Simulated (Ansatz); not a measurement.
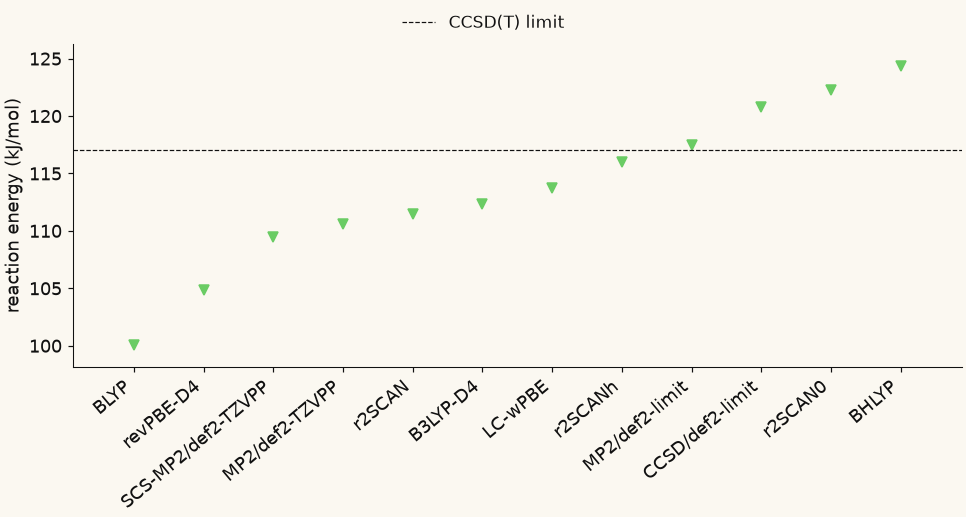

Electronic reaction energy of CdCl₂ ([Cl][Cd][Cl]) + H₂O (O) → CdHOCl ([OH][Cd][Cl]) + HCl (Cl) (SMILES in brackets) at several levels (functionals in def2-TZVPP unless a basis is named), isolated molecules at PBE0-D4 triple-zeta geometries, minima by their frequencies, no zero-point or thermal terms, the Ansatz code 0.2.0. The line is frozen-core CCSD(T) at the basis limit (MP2 extrapolated from triple and quadruple zeta, plus CCSD(T) less MP2 in a smaller set). No dispersion term is added to BLYP, r2SCAN, LC-wPBE, r2SCANh, r2SCAN0 and BHLYP. The distance of SCS-MP2/def2-TZVPP and MP2/def2-TZVPP to the limit includes basis error. Core potentials past Kr. The limit lies 6.9 kJ/mol from CCSD(T)/def2-TZVPP, so the line itself is uncertain by a part of that.

What range do the values span, the line included?

Answer. From 100.1 kJ/mol (BLYP) to 124.4 kJ/mol (BHLYP).

What do zero-point energy and temperature add?

Answer. Zero-point change −8.7 kJ/mol; at 298.15 K and 1 bar the CCSD(T) limit plus thermal terms gives an enthalpy of reaction of 107.7 and a free energy of 104.5 kJ/mol (harmonic PBE0-D4 modes, ideal gas).

Note: outer-core shells are correlated without core-valence functions, which makes the correlated values less sure.
